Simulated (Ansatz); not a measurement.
```
atom    x (Å)    y (Å)    z (Å)
   C  -0.6952   0.2670  -0.2472
   C  -1.0620  -0.0723  -1.3974
   C  -0.2674   0.6262   1.0507
   H  -1.3807  -0.3641  -2.3949
   H   0.4131  -0.1998   1.3961
   H   0.3485   1.5444   1.0516
   H  -1.1014   0.6513   1.7763
```

Geometry: B3LYP-D3(BJ)/def2-SVP.

The calculation used isolated molecule in a Gaussian basis; Kohn-Sham density functional theory, functional PBE0 in Ansatz 0.2.0.

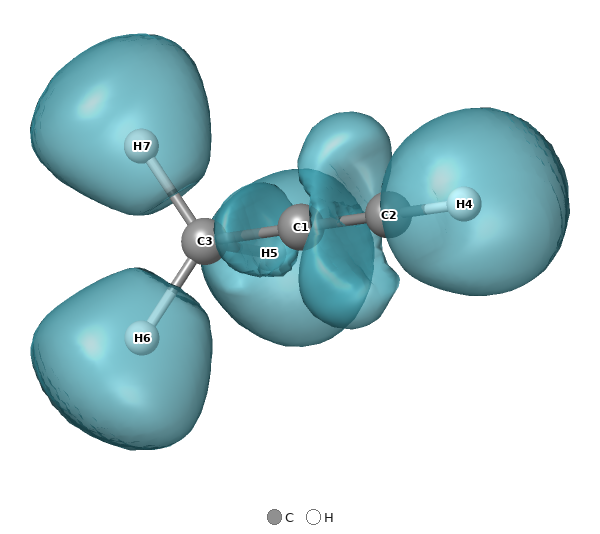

C3H4 (SMILES [CH+]=[C]C) (charge +1, doublet). Isosurface of the ELF at 0.85 (cyan), seen at an oblique angle. Only the valence region is drawn (cores and ρ < 0.01 e/Å³ removed).

> Where are the electrons localised?

The surface consists of two regions between bonded C–C atoms (shared pairs) and four regions around hydrogen nuclei. Profiles from the grid: C–C (1.25 Å): the ELF peaks at about 0.90 between the atoms: a short, multiple covalent bond. C–H (1.09 Å): the ELF climbs to about 1 towards the hydrogen, as it does in any bond to H; a covalent bond by its length.
